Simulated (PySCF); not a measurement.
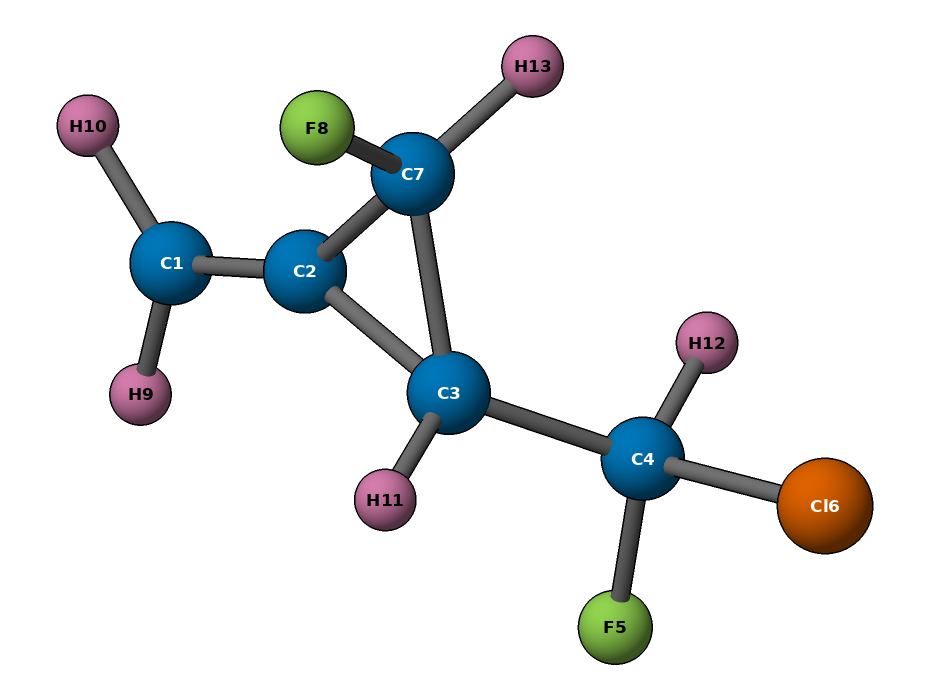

The questions are on Mulliken charges. The geometry was computed by an optimisation with PBE0-D3(BJ)/def2-SVP. No frequency run is at hand to confirm it as a minimum. Level of theory: PBE0/pcSseg-1 in acetone (IEF-PCM) (PySCF 2.14.0).

List the Mulliken charges.

| atom | value (e) |
| --- | --- |
| C1 | −0.11 |
| C2 | −0.24 |
| C3 | −0.26 |
| C4 | 0.26 |
| F5 | −0.29 |
| Cl6 | −0.15 |
| C7 | 0.29 |
| F8 | −0.31 |
| H9 | 0.15 |
| H10 | 0.15 |
| H11 | 0.19 |
| H12 | 0.17 |
| H13 | 0.15 |

Mulliken values depend strongly on the basis set and can even reverse the polarity of a bond.
